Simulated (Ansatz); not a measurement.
CaOsC2 (space group P-6m2, No. 187): the geometry relaxed with DFT PBE, scalar-relativistic, plane waves, PAW in Ansatz 0.2.0; the starting structure was generated, so it need not be a known form of this composition.

```cif
data_structure
_symmetry_space_group_name_H-M 'P-6m2'
_symmetry_Int_Tables_number 187
_cell_length_a 3.4591
_cell_length_b 3.4591
_cell_length_c 6.0726
_cell_angle_alpha 90.000
_cell_angle_beta 90.000
_cell_angle_gamma 120.000
_cell_volume 62.93
loop_
_atom_site_label
_atom_site_type_symbol
_atom_site_symmetry_multiplicity
_atom_site_Wyckoff_symbol
_atom_site_fract_x
_atom_site_fract_y
_atom_site_fract_z
_atom_site_occupancy
Ca1 Ca 1 a 0.00000 0.00000 0.00000 1
Os1 Os 1 d 0.33333 0.66667 0.50000 1
C1 C 2 g 0.00000 0.00000 0.38227 1
```

Describe the stacking along c, with columns A (0, 0), B (1/3, 2/3), C (2/3, 1/3) of the hexagonal mesh.

Ca(A) – C(A) – Os(B) – C(A) (four layers in 6.07 Å).

C layers alone: AA, a sequence in which some neighbouring layers lie directly above each other.

Os: one trigonal-prismatic site; Ca: one linear site in each hexagonal cell.

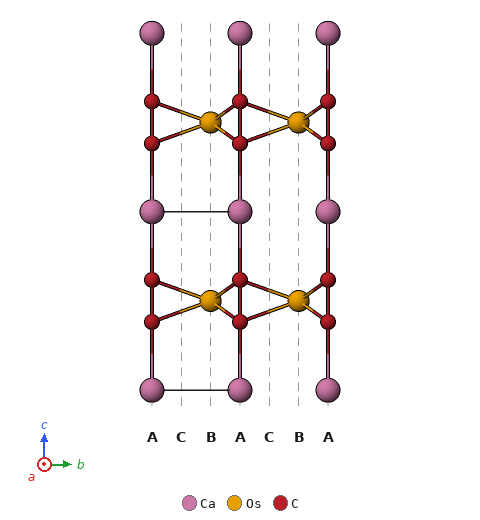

The picture looks along a close-packed row of the hexagonal mesh; c points upwards. The dashed lines mark the three columns A (0, 0), B (1/3, 2/3) and C (2/3, 1/3). The sequence starts with the first layer at or above the cell's origin.
